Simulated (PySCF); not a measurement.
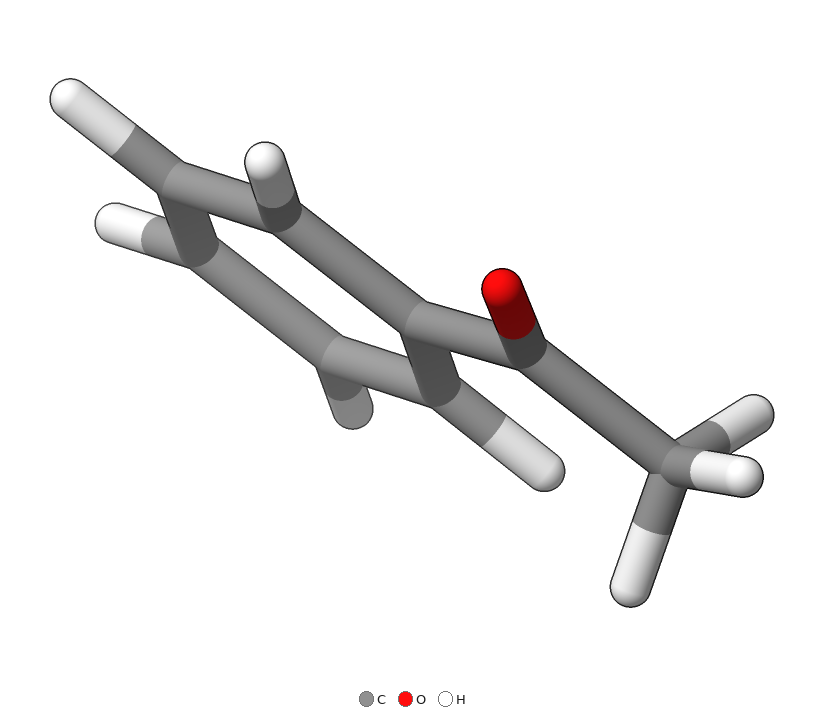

Every bond is drawn as one stick, whatever its order.

Computed geometry: GFN2-xTB optimisation. No frequency run is at hand to confirm it as a minimum.

> What is the molecular formula?

C8H8O, 17 atoms: 8 carbon, 8 hydrogen and 1 oxygen.

> Name some functional groups or characteristic bonds that it holds.

Among them: ketone.

More results for the same structure follow; atom numbers are the same in all pictures, views and colours differ.

Geometry

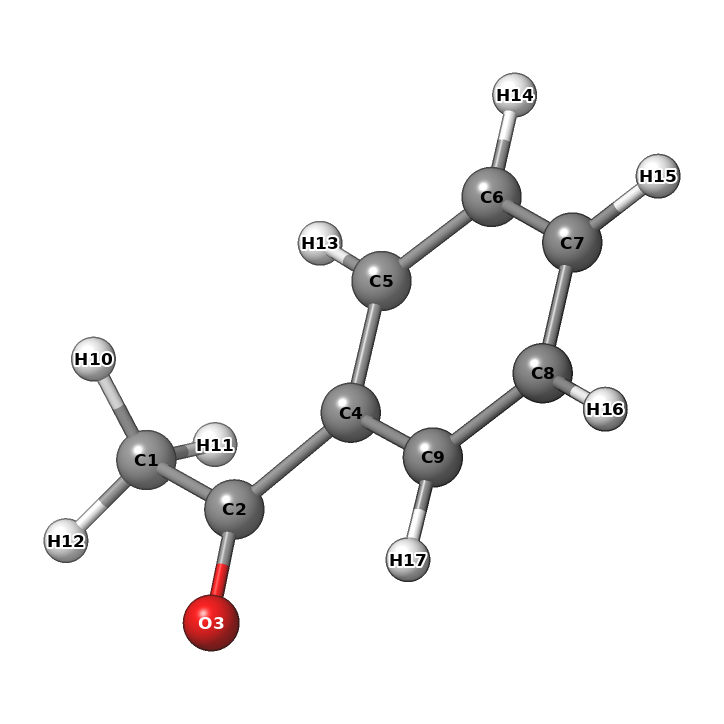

Numbered structure. No frequency run is at hand to confirm it as a minimum.

Give the bond lengths. Leave out bonds to hydrogen.

```tsv
bond	length (Å)	order
C1–C2	1.510	single
C2–O3	1.211	double
C2–C4	1.487	single
C4–C5	1.394	aromatic
C4–C9	1.396	aromatic
C5–C6	1.383	aromatic
C6–C7	1.386	aromatic
C7–C8	1.386	aromatic
C8–C9	1.381	aromatic
```

Electronic properties

No frequency run is at hand to confirm it as a minimum. Level of theory: PBE0/def2-SVPD, gas phase (PySCF 2.14.0). Excitations: vertical, linear response.

What does the calculation give?

- dipole moment: 3.22 D
- HOMO energy (Kohn–Sham orbital): −7.39 eV
- LUMO energy (Kohn–Sham orbital): −1.73 eV
- HOMO–LUMO gap: 5.66 eV
- mean static polarisability: 94.3 bohr³
- lowest vertical singlet excitation: 3.80 eV
- its oscillator strength: 0.000
- brightest of the 6 lowest singlets: 5.35 eV
- its oscillator strength: 0.25

Charges

The questions are on IAO charges. No frequency run is at hand to confirm it as a minimum. Level of theory: PBE0/pcSseg-1, gas phase (PySCF 2.14.0).

Give the IAO charges atom by atom.

| atom | value (e) |
| --- | --- |
| C1 | −0.48 |
| C2 | 0.38 |
| O3 | −0.42 |
| C4 | −0.07 |
| C5 | −0.14 |
| C6 | −0.15 |
| C7 | −0.13 |
| C8 | −0.15 |
| C9 | −0.12 |
| H10 | 0.16 |
| H11 | 0.16 |
| H12 | 0.17 |
| H13 | 0.15 |
| H14 | 0.16 |
| H15 | 0.16 |
| H16 | 0.16 |
| H17 | 0.17 |

NMR shielding

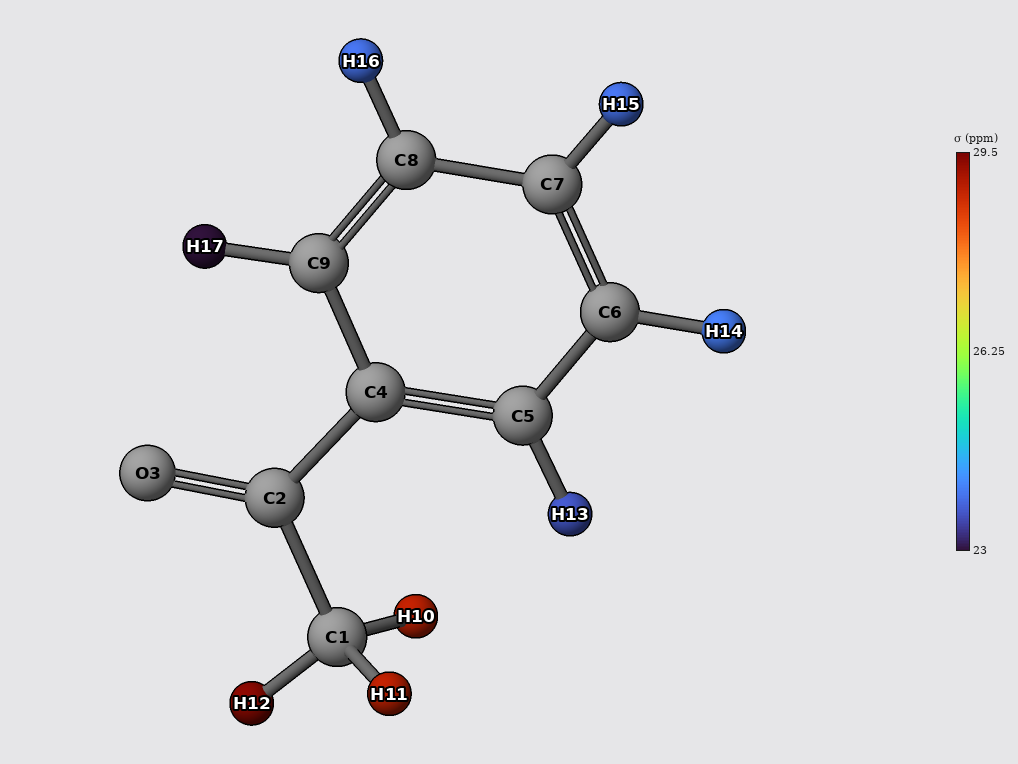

Atoms are coloured by their isotropic NMR shieldings (H only, the others grey). No frequency run is at hand to confirm it as a minimum. Method: GIAO PBE0/pcSseg-1 NMR shielding, non-relativistic, gas phase (PySCF 2.14.0).

> Which H atom is the most shielded (lowest chemical shift)?

H12 (29.35 ppm).

> Which H atom is the least shielded (highest chemical shift)?

H17 (23.00 ppm).

> How wide is the range of H shifts?

6.35 ppm.

List the isotropic NMR shieldings of the H atoms.

```tsv
atom	σ (ppm)
H10	28.91
H11	28.91
H12	29.35
H13	23.65
H14	24.01
H15	23.90
H16	23.89
H17	23.00
```
